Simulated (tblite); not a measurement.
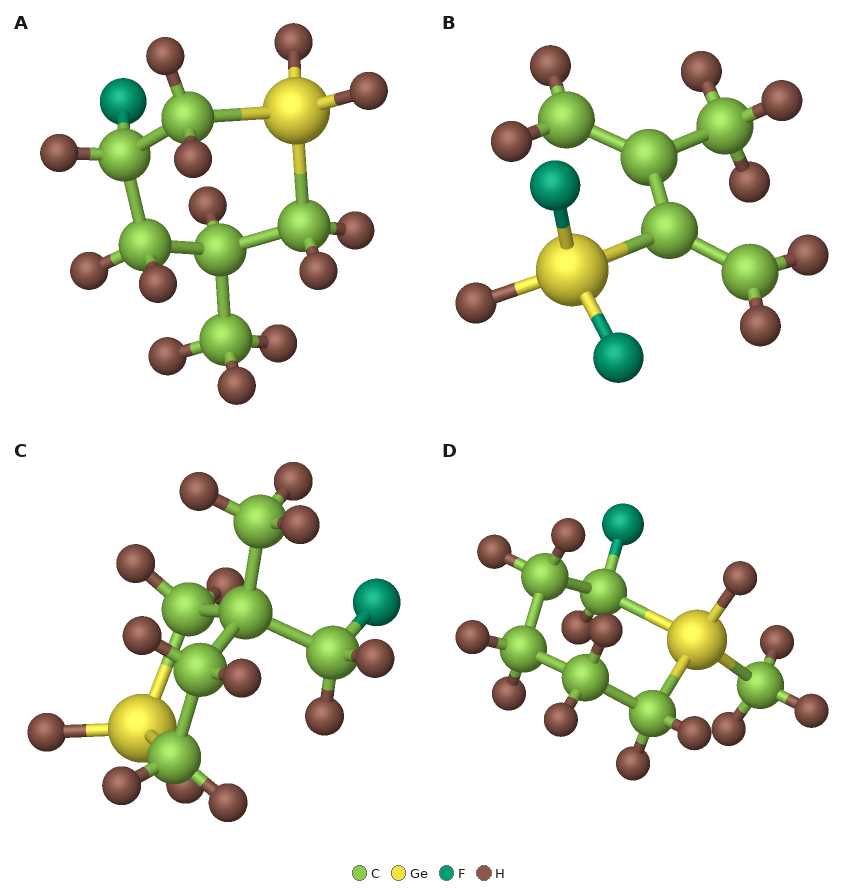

(Drawn from a calculation with tblite.)

```xyz
21
charge 0, multiplicity 1
C     2.4966    0.2096   -0.2098
C     1.0430    0.1002    0.2476
C     0.5406   -1.3311    0.0652
Ge   -1.3440   -1.4686    0.6340
C    -2.1463    0.0824   -0.2877
C    -1.2407    1.2598    0.0216
F    -1.1837    1.3654    1.4090
C     0.1841    1.1166   -0.5140
H     2.5797   -0.0135   -1.2723
H     2.8832    1.2121   -0.0387
H     3.1187   -0.4952    0.3376
H     0.9977    0.3533    1.3123
H     0.6138   -1.6105   -0.9893
H     1.1833   -2.0145    0.6215
H    -1.9933   -2.7554    0.1918
H    -1.5154   -1.3660    2.1182
H    -3.1552    0.3032    0.0591
H    -2.1904   -0.0712   -1.3648
H    -1.6785    2.2069   -0.3256
H     0.1246    0.8415   -1.5694
H     0.6729    2.0918   -0.4468
```

Which panel shows the molecule in this file?

A. The file holds C6H13FGe, `C[C@@H]1[CH2][GeH2][CH2][C@@H](F)C1`.
